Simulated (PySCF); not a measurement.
# FeCl4 (+2): ligand-field states

Wanted: ligand-field states for FeCl4 (+2).

Programs: PySCF 2.14.0, with routines of our own; each step states its level. All values are computed. Atoms count from 0.

## 1. The system as given

5 atoms, charge 2, states of the metal's open shell are computed; geometry from: model geometry, bond lengths from ionic radii.

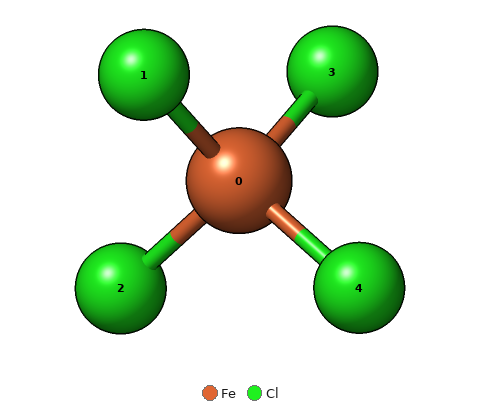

The starting geometry (iron orange, chlorine green); sticks join atoms by distance alone.

## 2. Ligand-field states: state-averaged CASSCF

What the job is given:

```
{"job": {"kind": "lf", "basis": {"metal": "x2c-TZVPall", "ligand": "x2c-SVPall"}, "nevpt": true}, "charge": 2, "metal": "Fe", "open_shell": "d2"}
Fe     0.000000     0.000000     0.000000
Cl     1.131606     1.131606     1.131607
Cl    -1.131606    -1.131606     1.131607
Cl    -1.131606     1.131606    -1.131607
Cl     1.131606    -1.131606    -1.131607
```

Level: state-averaged CASSCF of the metal d shell, SC-NEVPT2 on the averaged canonical orbitals, state-interaction spin-orbit coupling.

On the command line:

```
$ OMP_NUM_THREADS=1 python lf_run.py task.json out
```

The driver reads the jobs from task.json and runs them one after another.

Output:

```text
basis functions 120, electrons 92, active (2e, 5o)
stage 1: DIIS on the effective Fock matrix, level shift 0.30
cycle   1  E = -3108.8405447649  dE = -3.109e+03  max|g| = 2.207e+00
cycle   2  E = -3110.4606827147  dE = -1.620e+00  max|g| = 3.198e-01
cycle   3  E = -3110.4491413155  dE =  1.154e-02  max|g| = 1.909e-01
cycle   4  E = -3110.3658753802  dE =  8.327e-02  max|g| = 2.679e-01
cycle   5  E = -3110.5076993379  dE = -1.418e-01  max|g| = 1.950e-01
cycle   6  E = -3110.5024218480  dE =  5.277e-03  max|g| = 2.197e-01
cycle   7  E = -3110.5034891426  dE = -1.067e-03  max|g| = 2.291e-01
cycle   8  E = -3110.5050090705  dE = -1.520e-03  max|g| = 2.421e-01
cycle   9  E = -3110.4806061740  dE =  2.440e-02  max|g| = 2.807e-01
cycle  10  E = -3110.4953786507  dE = -1.477e-02  max|g| = 2.892e-01
cycle  11  E = -3110.4946541870  dE =  7.245e-04  max|g| = 2.807e-01
cycle  12  E = -3110.5126978931  dE = -1.804e-02  max|g| = 3.353e-01
cycle  13  E = -3110.5959513575  dE = -8.325e-02  max|g| = 2.417e-01
cycle  14  E = -3110.5168899569  dE =  7.906e-02  max|g| = 2.583e-01
cycle  15  E = -3110.5124407529  dE =  4.449e-03  max|g| = 2.221e-01
stage 2: quasi-Newton rotations from the point of smallest gradient
cycle  17  E = -3111.1994098340  dE = -7.503e-01  max|g| = 7.692e-01
cycle  18  E = -3112.1776330164  dE = -9.782e-01  max|g| = 4.851e-01
cycle  20  E = -3112.6932037871  dE = -5.156e-01  max|g| = 6.069e-01
cycle  22  E = -3112.9317253769  dE = -2.385e-01  max|g| = 1.745e-01
cycle  23  E = -3112.9568248643  dE = -2.510e-02  max|g| = 3.853e-02
cycle  24  E = -3112.9613554728  dE = -4.531e-03  max|g| = 3.273e-02
cycle  25  E = -3112.9655666774  dE = -4.211e-03  max|g| = 3.524e-02
cycle  26  E = -3112.9691021530  dE = -3.535e-03  max|g| = 3.792e-02
cycle  27  E = -3112.9704477154  dE = -1.346e-03  max|g| = 1.708e-02
cycle  28  E = -3112.9708179631  dE = -3.702e-04  max|g| = 5.189e-03
cycle  29  E = -3112.9708412227  dE = -2.326e-05  max|g| = 1.895e-03
cycle  30  E = -3112.9708452668  dE = -4.044e-06  max|g| = 5.762e-04
cycle  31  E = -3112.9708460760  dE = -8.092e-07  max|g| = 3.813e-04
cycle  32  E = -3112.9708462651  dE = -1.890e-07  max|g| = 2.658e-04
cycle  33  E = -3112.9708463609  dE = -9.582e-08  max|g| = 8.678e-05
cycle  34  E = -3112.9708463814  dE = -2.054e-08  max|g| = 4.763e-05
cycle  35  E = -3112.9708463853  dE = -3.877e-09  max|g| = 1.635e-05
cycle  36  E = -3112.9708463855  dE = -1.896e-10  max|g| = 2.118e-05
cycle  37  E = -3112.9708463857  dE = -1.633e-10  max|g| = 1.033e-05
cycle  38  E = -3112.9708463857  dE = -8.095e-11  max|g| = 1.561e-06
converged average energy = -3112.9708463857

 mult deg   label        CASSCF/cm-1   NEVPT2/cm-1
   3   1   3A2                 0.0           0.0
   1   2   1E              11442.6       11341.0
   1   1   1A1             20982.2       21366.0
   1   2   1E              29617.0       38189.1
   3   3   3T1             26985.7       38247.7
   1   1   1A1             46902.1       38586.9
   1   3   1T2             36127.7       39073.9
   3   3   3T2              6671.1       39408.2
   3   3   3T1             11103.2       41664.6
   1   3   1T2             15527.2       43490.9
   1   3   1T1             15786.2       44914.3

spin-orbit levels / cm-1
      0.00  x3  3A2 1.00
  11338.74  x2  1E 1.00
  21365.53  x1  1A1 1.00
  37942.78  x1  3T1 0.96 1A1 0.04
  38018.66  x1  1E 0.61 3T1 0.35 3T2 0.03
  38018.67  x1  1E 0.61 3T1 0.35 3T2 0.03
  38068.99  x3  3T1 0.97
  38338.53  x3  3T1 0.96
  38430.59  x2  3T1 0.55 1E 0.38 3T2 0.07
  38543.66  x1  1A1 0.94 3T1 0.03
  38914.62  x2  1T2 0.78 3T2 0.21
  38914.65  x1  1T2 0.78 3T2 0.21
  39397.30  x2  3T2 0.97
  39397.32  x1  3T2 0.97
  39486.52  x1  3T2 0.90 3T1 0.10
  39486.54  x1  3T2 0.90 3T1 0.10
  39505.96  x1  3T2 1.00
  39651.21  x2  3T2 0.76 1T2 0.20 3T1 0.03
  39651.22  x1  3T2 0.76 1T2 0.20 3T1 0.03
  41578.27  x2  3T1 0.99
  41578.28  x1  3T1 0.99
  41594.56  x1  3T1 0.99
  41594.57  x1  3T1 0.99
  41764.67  x2  3T1 1.00
  41764.68  x1  3T1 1.00
  41934.02  x1  3T1 0.98
  43518.99  x1  1T2 0.99
  43519.01  x2  1T2 0.99
  44924.60  x1  1T1 1.00
  44924.63  x2  1T1 1.00
```

Run time: 7.6 s. Hardware: 1 thread of Arm Neoverse V2, shared host; peak memory 0.31 GiB.

Warnings kept with the result: an active orbital is not mainly the metal shell.

An active orbital is only 38 % metal, under the run's own bar for a metal shell, so levels, ζ, ground spin and magnetism of this run may not be those of the metal's shell and are not read here.

## 3. Ligand-field states: state-averaged CASSCF (bond length × 0.92)

What the job is given:

```
{"job": {"kind": "lf", "basis": {"metal": "x2c-TZVPall", "ligand": "x2c-SVPall"}, "nevpt": true, "reuse": true}, "charge": 2, "metal": "Fe", "open_shell": "d2"}
Fe     0.000000     0.000000     0.000000
Cl     1.041078     1.041078     1.041078
Cl    -1.041078    -1.041078     1.041078
Cl    -1.041078     1.041078    -1.041078
Cl     1.041078    -1.041078    -1.041078
```

With the program's defaults for keys left out, this is: state-averaged CASSCF of the metal d shell, SC-NEVPT2 on the averaged canonical orbitals, state-interaction spin-orbit coupling.

Output:

```text
basis functions 120, electrons 92, active (2e, 5o)
start from the orbitals of the previous structure
stage 1: DIIS on the effective Fock matrix, level shift 0.30
cycle   1  E = -3107.3675883886  dE = -3.107e+03  max|g| = 9.530e+00
cycle   2  E = -3110.0096905135  dE = -2.642e+00  max|g| = 7.883e-01
cycle   3  E = -3109.8319114728  dE =  1.778e-01  max|g| = 1.910e+00
cycle   4  E = -3110.3244022520  dE = -4.925e-01  max|g| = 5.076e-01
cycle   5  E = -3110.7974557383  dE = -4.731e-01  max|g| = 5.963e-01
cycle   6  E = -3108.5779395152  dE =  2.220e+00  max|g| = 2.320e+00
cycle   7  E = -3111.4742080044  dE = -2.896e+00  max|g| = 8.679e-01
cycle   8  E = -3110.2433777331  dE =  1.231e+00  max|g| = 1.829e+00
cycle   9  E = -3112.3031465812  dE = -2.060e+00  max|g| = 5.890e-01
cycle  10  E = -3110.9540365807  dE =  1.349e+00  max|g| = 1.568e+00
cycle  11  E = -3112.3902971978  dE = -1.436e+00  max|g| = 5.299e-01
cycle  12  E = -3110.7990384238  dE =  1.591e+00  max|g| = 1.661e+00
cycle  13  E = -3112.3743966075  dE = -1.575e+00  max|g| = 5.544e-01
cycle  14  E = -3112.4701821941  dE = -9.579e-02  max|g| = 8.755e-01
cycle  15  E = -3112.1573929761  dE =  3.128e-01  max|g| = 1.345e+00
stage 2: quasi-Newton rotations from the point of smallest gradient
cycle  18  E = -3110.4488264281  dE = -1.244e-01  max|g| = 1.614e-01
cycle  19  E = -3110.5762641352  dE = -1.274e-01  max|g| = 2.664e-01
cycle  20  E = -3111.0781991350  dE = -5.019e-01  max|g| = 5.226e-01
cycle  21  E = -3111.7549015415  dE = -6.767e-01  max|g| = 5.600e-01
cycle  23  E = -3112.4064944087  dE = -6.516e-01  max|g| = 3.208e-01
cycle  24  E = -3112.7301982718  dE = -3.237e-01  max|g| = 1.752e-01
cycle  26  E = -3112.7868745794  dE = -5.668e-02  max|g| = 1.517e-01
cycle  27  E = -3112.8043410542  dE = -1.747e-02  max|g| = 4.351e-01
cycle  28  E = -3112.8705146471  dE = -6.617e-02  max|g| = 8.775e-02
cycle  31  E = -3112.8733522342  dE = -2.838e-03  max|g| = 3.635e-02
cycle  32  E = -3112.8756551275  dE = -2.303e-03  max|g| = 9.867e-03
cycle  33  E = -3112.8758248106  dE = -1.697e-04  max|g| = 3.441e-03
cycle  34  E = -3112.8758676637  dE = -4.285e-05  max|g| = 1.246e-03
cycle  35  E = -3112.8758727018  dE = -5.038e-06  max|g| = 5.868e-04
cycle  36  E = -3112.8758745808  dE = -1.879e-06  max|g| = 3.316e-04
cycle  37  E = -3112.8758753760  dE = -7.952e-07  max|g| = 1.799e-04
cycle  38  E = -3112.8758755965  dE = -2.205e-07  max|g| = 6.225e-05
cycle  39  E = -3112.8758756140  dE = -1.751e-08  max|g| = 1.536e-05
cycle  40  E = -3112.8758756146  dE = -6.116e-10  max|g| = 2.900e-06
converged average energy = -3112.8758756146

 mult deg   label        CASSCF/cm-1   NEVPT2/cm-1
   3   1   3A2                 0.0           0.0
   1   2   1E               9079.2        8552.0
   1   1   1A1             16762.8       15503.5
   3   3   3T2             15258.5       24249.9
   3   3   3T1             20022.9       26760.2
   1   3   1T2             25088.2       28459.5
   1   3   1T1             24653.1       29606.1
   3   3   3T1             37166.0       34995.8
   1   3   1T2             45267.5       37468.4
   1   2   1E              40327.0       37555.0
   1   1   1A1             55306.1       39754.1

spin-orbit levels / cm-1
      0.00  x3  3A2 1.00
   8548.38  x2  1E 1.00
  15501.44  x1  1A1 1.00
  24194.83  x2  3T2 1.00
  24196.40  x3  3T2 1.00
  24300.21  x3  3T2 1.00
  24358.56  x1  3T2 1.00
  26651.41  x3  3T1 0.99
  26671.22  x2  3T1 1.00
  26861.23  x3  3T1 1.00
  26946.30  x1  3T1 1.00
  28475.72  x3  1T2 0.99
  29609.96  x3  1T1 1.00
  34703.85  x1  3T1 1.00
  34864.45  x3  3T1 1.00
  35142.39  x2  3T1 0.99
  35152.35  x3  3T1 1.00
  37491.54  x3  1T2 1.00
  37584.81  x2  1E 0.99
  39782.12  x1  1A1 1.00
```

Wall time 6.6 s (1 thread of Arm Neoverse V2, shared host); peak memory 0.31 GiB.

Warnings kept with the result: an active orbital is not mainly the metal shell.

An active orbital is only 41 % metal, under the run's own bar for a metal shell, so levels, ζ, ground spin and magnetism of this run may not be those of the metal's shell and are not read here.

[end of part 1 of 2]
